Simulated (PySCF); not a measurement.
C$_{7}$H$_{10}$F$_{2}$

Input file:

```
{"job": {"kind": "nmr", "xc": "PBE0", "basis": "pcSseg-1"}, "charge": 0, "multiplicity": 1}
F      2.493201    -0.605009    -0.914567
C      1.722119     0.495816    -0.620838
C      0.453614     0.072153     0.114165
C      0.821870    -0.514414     1.472417
F      1.322784     0.471307     2.291882
C     -0.615021     1.194875     0.093517
C     -1.454949     0.354813    -0.863319
C     -1.823420    -0.926717    -0.190295
C     -0.455706    -0.773907    -0.780869
H      1.484668     0.974030    -1.575732
H      2.334121     1.160526    -0.002740
H     -0.045995    -0.935228     1.986368
H      1.600966    -1.276693     1.371171
H     -1.081360     1.402692     1.055463
H     -0.246530     2.126392    -0.329668
H     -1.983584     0.747759    -1.714981
H     -1.968625    -0.949206     0.879119
H     -2.491253    -1.580475    -0.731406
H     -0.076702    -1.429464    -1.547150
```

Command:

```sh
OMP_NUM_THREADS=1 python probes_run.py task.json out
```

Geometry: GFN2-xTB.

Level of theory: PBE0/pcSseg-1, SCF density, gas phase, non-relativistic in PySCF.

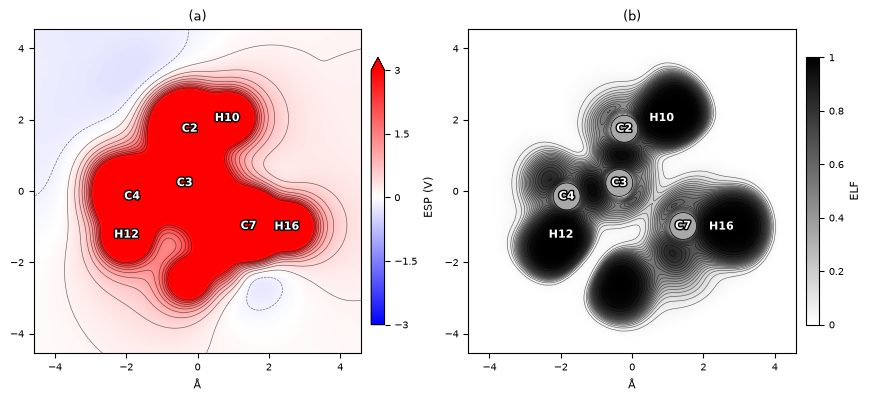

Figure 1. (a) molecular electrostatic potential; (b) ELF on the plane of atoms C3, C2 and H10. Grey discs cover the atomic cores in the ELF map.

What does the map show?

Answer. Atoms in the plane: C and H. C–H (1.08 Å): the ELF climbs to about 1 towards the hydrogen, as it does in any bond to H (a covalent bond by its length). C–C (1.53 Å): the ELF peaks at about 0.95 between the atoms, as expected for a shared electron pair. Outside the dense part of the molecule the potential is most negative (−0.3 V) near F1, which lies off the plane.

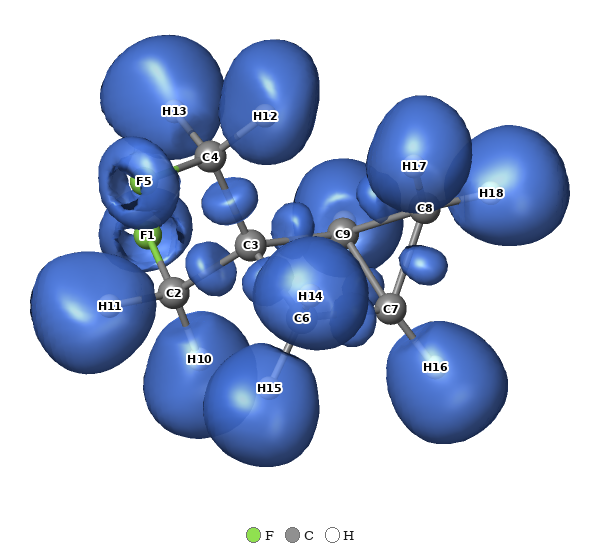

Figure 2. Isosurface of the ELF at 0.85 (blue), seen at a tilt. Only the valence region is drawn (cores and ρ < 0.01 e/Å³ removed).

Describe the localisation domains.

Answer. The ELF exceeds this value in eight regions between bonded C–C atoms (shared pairs), ten regions around hydrogen nuclei and two regions wrapped around F (its lone pairs, merged into a ring or cap).


C–F (1.38 Å): the ELF peaks at about 0.85 between the atoms; a polar covalent bond. C–C (1.49 Å): the ELF peaks at about 0.90 between the atoms; a shared electron pair.

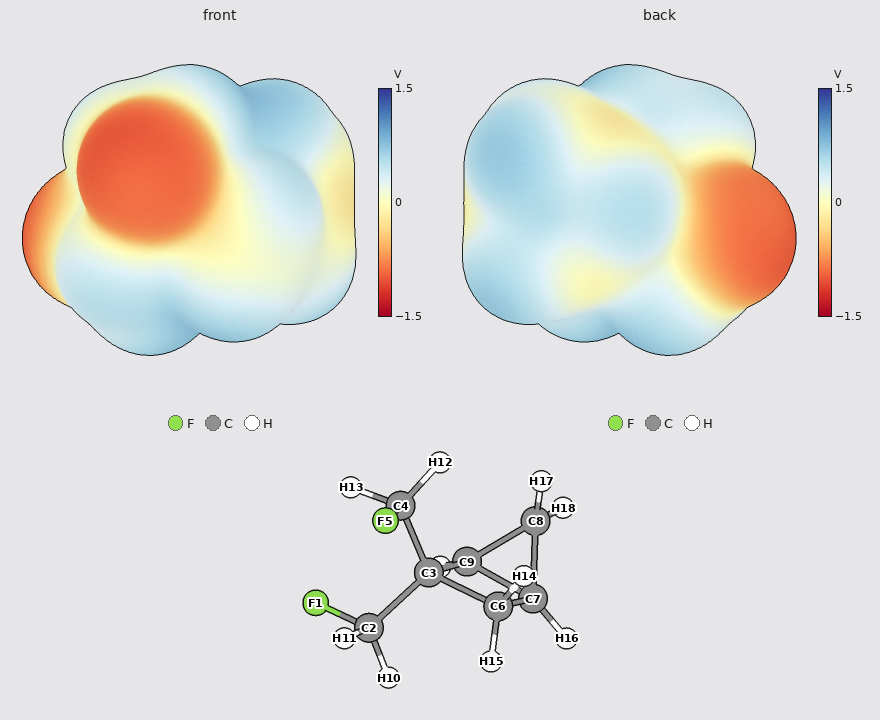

Figure 3. The electrostatic potential painted on the density surface at 0.001 e/bohr³, seen from the front and from behind; red is negative and blue positive. The bare structure is drawn below in the same view.

Describe the electrostatic potential map.

Answer. The most negative region (about −1.0 V, or −23 kcal/mol for a unit charge) lies over F1 and F5, the most positive (about +0.7 V, or +16 kcal/mol for a unit charge) over the C and H atoms.

What dipole moment does the calculation give?

Answer. Its dipole moment is 2.14 D.
